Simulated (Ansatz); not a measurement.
# As monolayer: phonons and vibrational spectra, part 2 of 2

Aim: the vibrations of As monolayer, their spectra, and whether the structure is stable.

Ansatz 0.2.0; DFT PBEsol, scalar-relativistic, plane waves, PAW.

So far. Step 2 (Relaxation): The program solves this slab on a cell height of its own, 26.6 Å, in place of the one typed. Step 3 (Bringing the structure to rest): Little changed from the start: no atom moved by 0.005 Å and no cell edge by 0.1 %.

## 4. Relaxing to small forces for the phonons

Phonons need a cell at rest on their own settings, so the relaxation is repeated with tight tolerances on forces and stress, using the mesh and the filling of the phonon run that follows.

The input, input.yaml:

```yaml
crystal:
  lattice:
    - [3.5448561471, 0.0, 0.0]
    - [-1.7724280736, 3.0699354762, 0.0]
    - [0.0, 0.0, 26.58]
  atoms:
    - { symbol: As, position: [0.3333333333, 0.6666666667, 0.4023495185] }
    - { symbol: As, position: [0.6666666667, 0.3333333333, 0.3500959292] }
  periodic: [true, true, false]
kpoints:
  mp_grid: { grid: [12, 12, 1] }
hamiltonian:
  xc: pbesol
scf:
  occupations: { method: fixed }
output:
  forces: true
  stress: true
  eigenvalues: true
  write_density: true
  write_potential: true
  elf: true
  volumetric_format: npy
relax:
  adjacent_minimum: "off"
  f_tol: 0.001
  max_steps: 60
  cell: { stress_2d_tol: 0.002 }
```

Run with:

```
$ ansatz run input.yaml --threads 8 --pin off --max-ram 14336MiB --backend cpu --events-out ev --progress --plain --runs-dir out
```

Numbers of over 12 decimals in the logs are rounded to 6 here.

The log of the run:

```text
[...]
Crystal: 2 atoms, lattice volume = 289.256 Å³
Basis set: ecut = 420 eV, 5579 PW (Γ), exchange–correlation on 48×48×360 points (8 copies of the dense FFT grid, shifted against one another)
Bands: 19, of which v1, the nominal top of the filled ones, is band 15 counted from 1 (14 counted from 0)
Symmetry: 12 space group operations
[...]
k-points: 19 of 144
[...]
° read free of the cell's end (the report's vacuum.weakly_bound_levels)
--- Relaxed structure (5 steps of the walk, 5 accepted, 1 SCFs on fresh bases) ---
[...]
cell:  # Å, volume = 289.0685 Å³
    - [3.543705, 2.8858191747927653e-11, 0]
    - [-1.771853, 3.068939, 0]
    - [0, 0, 26.58]
  atoms:
    - { symbol: As, position: [0.333333, 0.666667, 0.402362] }
    - { symbol: As, position: [0.666667, 0.333333, 0.350084] }
[key lines of the parts left out:]
SCF converged after 5 iterations
Free energy (F): -9625.849483 eV
Fermi energy:    -5.299735 eV
P = ½ c Tr σ = -0.0000 N/m
```

Run time: 4.9 s. Hardware: 8 threads of Arm Neoverse V2, shared host; peak memory 0.72 GiB.

Little changed from the start: no atom moved by 0.005 Å and no cell edge by 0.1 %.

Numbers from this step:

```
gap on the k-mesh  : 1.482 eV
direct gap on mesh : 2.089 eV
area per atom      : 5.438 Å²
```

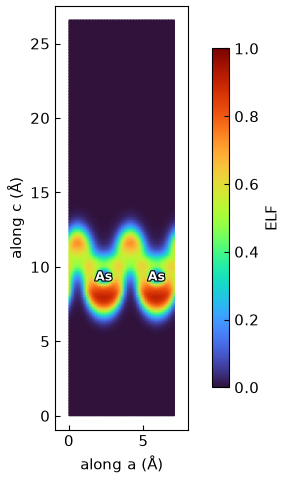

ELF in the ac plane at fractional y = 0.333, with atoms of As within 0.2 Å of it. It is the smooth field of the valence electrons, not physical close to the nuclei.

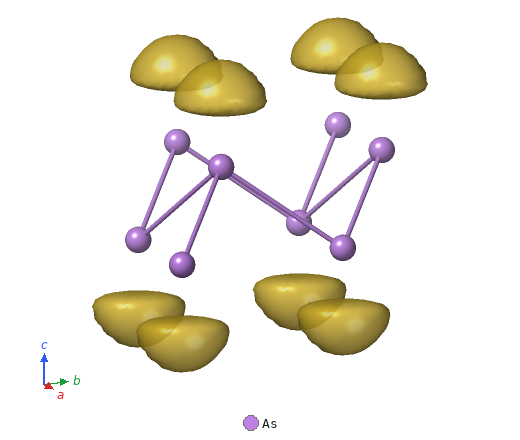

Surface of ELF = 0.83. 2×2×1 cells are drawn.

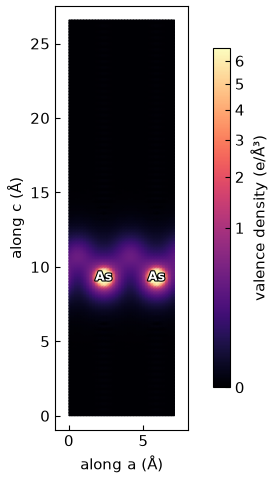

Valence density in the ac plane at fractional y = 0.333, with atoms of As within 0.2 Å of it. It is the smooth field of the valence electrons, not physical close to the nuclei. The colour scale is stretched toward low values.

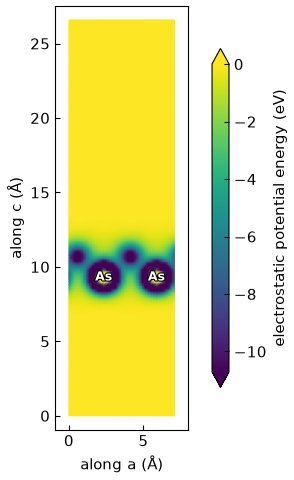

Electrostatic potential energy in the ac plane at fractional y = 0.333, with atoms of As within 0.2 Å of it. With pseudopotentials it is smooth inside the atoms' cores, unlike the true potential.

The largest force component left is 0.0054 meV/Å, within the tolerances set.

## 5. Phonons on a q mesh

Stability and thermal properties need the whole zone. Linear response on a 6×6×1 q mesh gives force constants as far as a supercell of that size would.

The input, input.yaml:

```yaml
crystal:
  lattice:
    - [3.543705435, 0.0, 0.0]
    - [-1.7718527175, 3.0689389302, 0.0]
    - [0.0, 0.0, 26.58]
  atoms:
    - { symbol: As, position: [0.3333333333, 0.6666666667, 0.4023617815] }
    - { symbol: As, position: [0.6666666667, 0.3333333333, 0.3500836662] }
  periodic: [true, true, false]
kpoints:
  mp_grid: { grid: [12, 12, 1] }
hamiltonian:
  xc: pbesol
scf:
  occupations: { method: fixed }
output:
  eigenvalues: true
phonons:
  method: dfpt
  dielectric: true
  raman: true
  qmesh: [6, 6, 1]
  temperatures: { t_max: 1000, t_step: 50 }
  qpath:
    path:
      - [0.0, 0.0, 0.0]
      - [0.5, 0.0, 0.0]
      - [0.33333333, 0.33333333, 0.0]
      - [0.0, 0.0, 0.0]
    npoints: 10
  isolated: true
```

The log of the run:

```text
Warning: phonons.dielectric: true without phonons.rigid_motions: the static dielectric tensor ε⁰ will be withheld (ε∞, Z* and the rows of modes are given); for a crystal or a slab, whose only rigid motions are the translations, set phonons.rigid_motions: translations
Warning: crystal.symmetry: narrowed to the stabiliser of the run's FFT grids — unitary ops 12 → 6. A phonons.method: dfpt run fills in the rows of the dynamical matrix that it does not solve by its symmetry operations, which is exact only for operations that map its FFT grids onto themselves: filled in by any other, the frequencies could depend on the order in which like atoms are typed, or, by more than the grids' own error, on where the crystal sits among the grids' points. Excluded: 6 operations. The run can therefore solve more perturbations, solve them on more k-points, or both, and cost more. [rest of the remark cut]
[...]
Crystal: 2 atoms, lattice volume = 289.069 Å³
Basis set: ecut = 420 eV, 5579 PW (Γ), exchange–correlation on 48×48×360 points (8 copies of the dense FFT grid, shifted against one another)
Bands: 19, of which v1, the nominal top of the filled ones, is band 15 counted from 1 (14 counted from 0)
Symmetry: 12 space group operations
k-points: 43 of 144 (irreducible under 2 space group operations, time reversal used)
[...]
SCF iter   1: F=—  HF=-9625.850853 eV  |F-HF|=—  |Δ(HF+E_count)|=         —  Δρ=1.10e-3  dr2=4.01e-3  ethr=1.77e-3  ⟨swp⟩=6.7  Hψ=4001  notcnv=0  defer=74
[...]
SCF iter   7: F=-9625.849483 eV  HF=-9625.849483 eV  |F-HF|=2.78e-10  |Δ(HF+E_count)|=   3.77e-9  Δρ=1.35e-7  dr2=9.31e-11  ethr=1.00e-12  ⟨swp⟩=21.9  Hψ=7605  notcnv=0
SCF 1 converged in 7 iterations: F = -9625.849483 eV  dr2 = 9.31e-11
[...]
DFPT response loops at Γ: preconditioner auto → none (the input reference at scf.mixing.eps_inf says where Resta's filter doesn't serve); β = 0.50; Broyden in place of MSR1
── the response to a field inside a basis, on 16×16×2 k-points: an SCF that follows is theirs, and a resumed run solves both again ──
Bands: 16, of which v1, the nominal top of the filled ones, is band 15 counted from 1 (14 counted from 0)
k-points: 136
[...]
Eigensolver: Dense (136 Hₖ)
SCF iter   1: F=—  HF=-9625.847396 eV  |F-HF|=—  |Δ(HF+E_count)|=         —  Δρ=3.26e-5  dr2=1.24e-6  ethr=1.00e-1
[...]
SCF iter   5: F=-9625.847396 eV  HF=-9625.847396 eV  |F-HF|=8.73e-11  |Δ(HF+E_count)|=  1.04e-10  Δρ=1.55e-7  dr2=6.48e-11  ethr=3.12e-12
SCF 1 converged in 5 iterations: F = -9625.847396 eV  dr2 = 6.48e-11
[...]
NSCF: frozen V_eff on 19 k-points
[...]
SCF converged after 7 iterations
Free energy (F): -9625.849483 eV
[...]
Internal energy: -9625.849483 eV  (E = F + TS)
E sigma→0 (E₀):  -9625.849483 eV
Fermi energy:    -5.299718 eV
[...]
--- Band table (eV; the first three rows and the last of 43) ---
  k-point 0: bands = [... 11 lower, -12.6677, -6.0693, -5.2997, -5.2997, -3.2108, -1.7575, -1.7575, -0.4720]
  k-point 1: bands = [... 11 lower, -12.6428, -6.2463, -6.0170, -5.5234, -2.6132, -1.8461 (-1.8461°), -1.5308, -0.3297]
  k-point 2: bands = [... 11 lower, -12.6161, -7.6665, -6.0144, -5.8969, -3.0650, -1.0952 (-1.0952°), -1.0914, 0.0190]
  k-point 42: bands = [... 11 lower, -14.1197, -9.3029, -8.4852, -6.4919, -2.8353, -1.8899, -0.3021, 2.2126]
  ° read free of the cell's end (the report's vacuum.weakly_bound_levels)
--- Phonons (Γ-DFPT): 4 representative perturbations + reference, on 43 of 144 k-points (Σ response iterations 15) ---
  ASR residual: 6.787e-5 → 0.000e0 eV/Å²; symmetrization residual: 4.492e-6 eV/Å²
  The last average, over the group as it would stand without the narrowing to the FFT grids, took up to 3.553e-15 eV/Å² of the zone centre's force constants
  ASR residual per site (eV/Å²): 6.79e-5 6.72e-5
  Γ frequencies (cm⁻¹): 0.00 0.00 0.00 243.20 243.20 311.28
  ε∞ (high-frequency dielectric tensor):
        3.249765     0.000000     0.000000
        0.000000     3.249765     0.000000
        0.000000    -0.000000     1.150627
  α∞ (the layer's polarisability for a field applied outside it; Å, Gaussian; ε∞ is over the cell's 26.580 Å):
        4.758633     0.000000     0.000000
        0.000000     4.758633     0.000000
        0.000000    -0.000000     0.318602
  ε⁰ (static dielectric tensor): not given — the deck does not say what the cell's rigid motions are, and on a molecule in a box or a wire the rigid rotations would enter the sum over the modes at Γ. For a crystal or a slab, whose only rigid motions are the translations, set phonons.rigid_motions: translations.
  Born effective charges Z* (e; rows j = field, columns β = displacement):
    site 0:
         0.00000   -0.00000    0.00000
        -0.00000    0.00000    0.00000
         0.00000   -0.00000    0.00000
    site 1:
         0.00000    0.00000    0.00000
         0.00000    0.00000   -0.00000
         0.00000    0.00000    0.00000
  Z* charge neutrality: 3.253e-3 e pre-enforcement
  solved inside a basis spanned on kpoints, on 16×16×2 k-points transformed towards the longest dipole: ε∞ is read to err by 1.2e-2, Z* by 1.7e-2 e (field_mesh: kpoints solves on kpoints)
  Raman tensors (in the event stream and the table raman_tensors.tsv): an entry may err by 3.0e-1 Å², one of the second-order susceptibility by 5.9e-20 pm/V (basis, points and sum rule); their sum over the sites missed zero by 1.421e-14 Å² ahead of its enforcement
  optical modes at Γ without the LO–TO term, one row a degenerate level:
      ω (cm⁻¹)  modes    IR ((D/Å)²/amu)  static Raman (Å⁴/amu)  depolarisation
        243.20      2             0.0000               810.3656           0.750
        311.28      1             0.0000              1285.9211           0.120
--- Phonons (arbitrary-q DFPT): 7 irreducible q on the 6×6×1 mesh ---
  q = [0.0000, 0.0000, 0.0000] (star 1, of the zone-centre solve; hermiticity 6.73e-7, symmetrization 5.87e-8, taken by the last average 2.66e-16): -0.00 -0.00 0.00 243.20 243.20 311.28
  q = [0.0000, 0.1667, 0.0000] (star 6, 6 solved perturbations on 78 of 144 k-point pairs; hermiticity 1.11e-6, symmetrization 2.06e-9, taken by the last average 4.17e-7): 11.22 46.80 77.73 234.73 241.06 288.06
[...]
q = [0.1667, 0.1667, 0.0000] (star 6, 4 solved perturbations in 444 linear systems a pass and spin channel, the states on 144 of 144 k-point pairs; hermiticity 6.57e-7, symmetrization 4.44e-10, taken by the last average 1.74e-7): 30.84 84.20 94.26 228.21 238.88 264.95
[...]
sum rule: each row above includes the acoustic sum rule's correction from the zone centre's row sums; it moved no ω² by more than (0.50 cm⁻¹)²
  mesh force constants: q→R imaginary residual 2.21e-18; ASR residual 6.787e-5 → 0.000e0 eV/Å²; symmetrization residual 8.882e-15 eV/Å²
  interpolated dispersion: 31 rows × 6 modes
  density of states and harmonic sums: on the 24×24×1 q-mesh, interpolated from the force constants of a 6×6×1 supercell (no non-analytic term)
  largest difference from the sums on the solved wave vectors: F 1.59e-2 eV, S 1.99e-5 and C_V 4.04e-6 eV/K
  zero-point energy: 0.058532 eV/cell   skipped modes (ω ≤ 0): 6, of them read as no rigid motion or as one in doubt: 3 (3.125e-2 modes/cell left out, lowest -2.82 cm⁻¹)   left out of the sums: 6.08e-3 of the cell's modes: C_V's classical limit lies that fraction below 3 k_B per atom; for a crystal, a wire or a layer, F and S can be off by more, and a phonons.interpolated_qmesh denser along its periods is the remedy for the sampling
```

Run time: 6.1 min. Hardware: 8 threads; peak memory 3.4 GiB; 47 min of CPU time.

The column dr2 measures how far the density is from self-consistency, as an energy; F and HF (Harris–Foulkes) agree once it is small.

This step gave:

```
sum-rule residual before enforcement                    : 6.79e-5 eV/Å²
miss of the charge sum rule                             : 0.003253 e
estimated error of the dielectric tensor                : 0.01186
estimated error of the Born charges                     : 0.01744 e
lowest frequency on the path                            : -2.699 cm⁻¹
point group                                             : -3m
highest frequency on the path or at a solved wavevector : 311.3 cm⁻¹
highest optical mode at the zone centre (no LO-TO term) : 311.3 cm⁻¹
lowest optical zone-centre mode                         : 243.2 cm⁻¹
largest Born charge (third of the trace)                : 0 e
lowest mode on the q mesh (acoustic modes at Γ apart)   : 11.22 cm⁻¹
```

High-frequency dielectric tensor, averaged over the cell of height 26.6 Å or as lengthened by the program, vacuum included. Tensor:

```
      x     y      z
x  3.25     0      0
y     0  3.25      0
z     0     0  1.151
```

The Born charge (rows field, columns displacement) vanishes on all sites.

Activity x (w_L - w)^4 (n + 1)/w, 532 nm, 300 K; the tensors are static ones, while 532 nm light lies above the computed direct gap, where resonance would change the heights. Lines of the Raman spectrum (strongest = 100):

```
position (cm⁻¹)  label  relative intensity
            243     Eg                  92
            311    A1g                 100
```

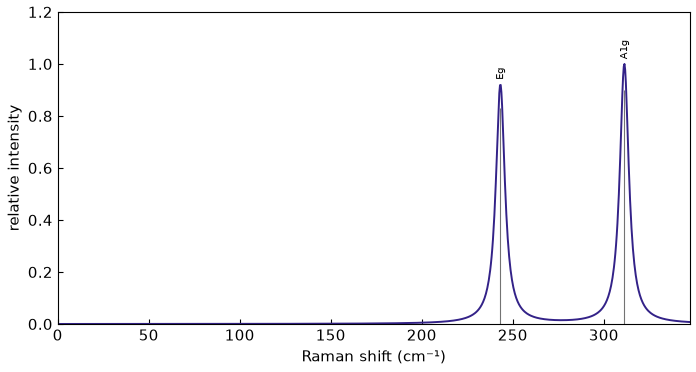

The Raman spectrum, broadened with Lorentzians of width 6 cm⁻¹; bars mark the lines.

Frequencies (cm⁻¹) solved at each irreducible wavevector; negative means imaginary. Frequencies by wavevector, by row:

```
q in reciprocal lattice units  star  mode 1  mode 2  mode 3  mode 4  mode 5  mode 6
                        0 0 0     1       0       0       0   243.2   243.2   311.3
                   0 0.1667 0     6    11.2    46.8    77.7   234.7   241.1   288.1
                   0 0.3333 0     6    42.5    62.2   106.8   228.3     236   273.1
                     0 -0.5 0     3    62.5    71.8    96.4   227.8   236.3   272.6
              0.1667 0.1667 0     6    30.8    84.2    94.3   228.2   238.9   264.9
              0.1667 0.3333 0    12    59.6    83.4   105.5   225.5   236.9   254.9
              0.3333 0.3333 0     2    71.9    71.9   118.3   223.1   240.1   240.1
```

Interpolated from a 6×6×1 q mesh. The phonon branches at the labelled points (cm⁻¹):

```
point  branch 1  branch 2  branch 3  branch 4  branch 5  branch 6
    Γ         0         0         0       243       243       311
    M        62        72        96       228       236       273
    K        72        72       118       223       240       240
    Γ         0         0         0       243       243       311
```

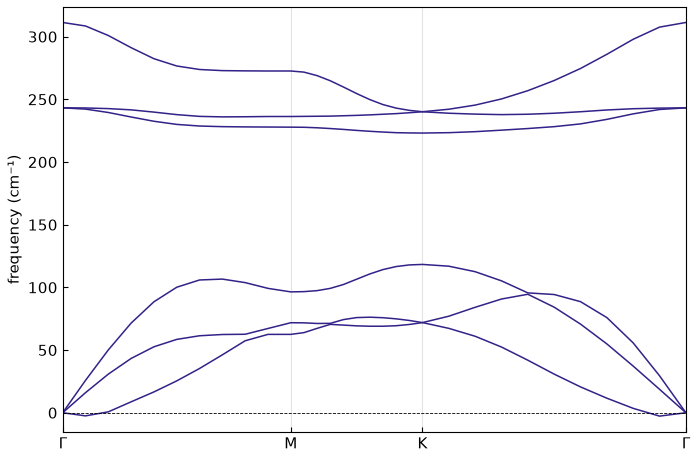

Phonon branches along the path.

The phonon density of states has structure finer than the step of the table below, so its rows give means over 25 cm⁻¹, whole bins alone (the curve runs from -2.5 to 312 cm⁻¹). Peaks (cm⁻¹: height): 67.5: 0.0574, 102.5: 0.0678, 227.5: 0.125, 237.5: 0.180, 272.5: 0.0417.

Tetrahedra on a 24×24×1 mesh, mean over bins of 5 cm-1. Interpolated from a 6×6×1 q mesh. Phonon density of states against wavenumber; means over each step:

```
wavenumber (cm⁻¹)  phonon density of states (1/cm⁻¹/cell)
               25                                  0.0127
               50                                  0.0251
               75                                  0.0409
              100                                  0.0333
              125                                 0.00331
              150                                       0
              175                                       0
              200                                       0
              225                                  0.0543
              250                                  0.0405
              275                                  0.0212
              300                                 0.00405
```

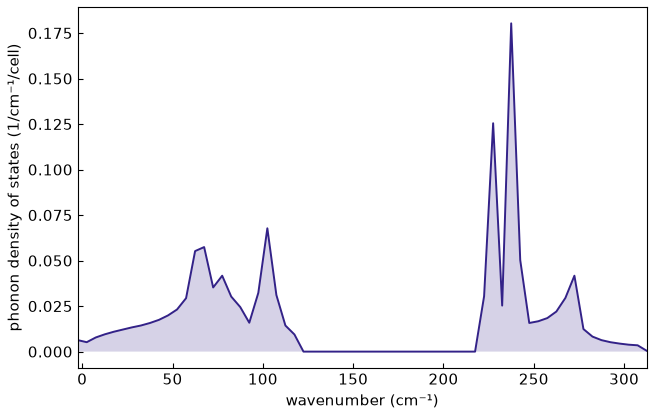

Phonon density of states against wavenumber.

Second derivatives of the energy by pair, one row for each kind of neighbour of each atom listed. Each entry sums the pair over the periodic images of the supercell that the q mesh stands for, and in a polar crystal it holds the long-range dipole part too. Force constants by pair, by row:

```
atom  neighbour  distance (Å)  third of the trace (eV/Å²)  along the pair's line (eV/Å²)
 As1     itself             0                       9.082                              –
 As1         As         2.473                      -2.987                         -7.405
 As1         As         3.544                      0.0835                         -0.356
 As1         As         4.321                     -0.0141                         -0.009
 As1         As         5.589                     -0.1162                        -0.0769
 As1         As         6.138                     -0.0074                        -0.0129
 As1         As         7.087                      0.0489                        -0.0124
 As2     itself             0                       9.082                              –
 As2         As         2.473                      -2.987                         -7.405
 As2         As         3.544                      0.0835                         -0.356
 As2         As         4.321                     -0.0141                         -0.009
 As2         As         5.589                     -0.1162                        -0.0769
 As2         As         6.138                     -0.0074                        -0.0129
 As2         As         7.087                      0.0489                        -0.0124
```

Symmetry leaves 7 wavevectors to solve. The lowest mode among them, the acoustic zeros apart, lies at q = (0, 0.167, 0) and is real, 11.2 cm⁻¹.

## 6. Summary of results

```json
{"space group after relaxation (within 0.01 Å)": "P-3m1", "area per atom": "5.44 Å²", "gap on the k-mesh": "1.48 eV", "highest optical mode at the zone centre (no LO-TO term)": "311 cm⁻¹", "lowest optical zone-centre mode": "243 cm⁻¹", "largest Born charge (third of the trace)": "0 e", "lowest mode on the q mesh (acoustic modes at Γ apart)": "11.2 cm⁻¹", "highest frequency on the path or at a solved wavevector": "311 cm⁻¹", "imaginary modes on the 6×6×1 q mesh": "none"}
```

The structure is a minimum as far as tested: no mode is imaginary at the 7 irreducible wavevectors of the 6×6×1 mesh, and the softest away from the acoustic zeros lies at 11 cm⁻¹. The optical modes at Γ span 243 to 311 cm⁻¹. No mode is infrared active. Averaged over orientations, the strongest Raman line at 532 nm and 300 K is at 311 cm⁻¹. The tensors are the static, non-resonant ones, while 532 nm light (2.33 eV) lies above the computed gap. In a sheet or slab the interpolated bending branch near Γ is rough, since the rotational sum rule isn't imposed. Dielectric tensors refer to the cell with its vacuum. The starting cell was built on a prototype and not taken from a measurement. These are harmonic frequencies at zero temperature: anharmonic shifts, linewidths and thermal expansion are left out.

[Logs are printed without paths, hosts, clocks, repeated set-up lines and the standing remarks that a program may print on its own settings, such as how far it seeks lower states.]

[Hosts, paths, dates, database ids (printed as entryN), source tags and the programs' standing remarks are cut or masked in the printed files.]
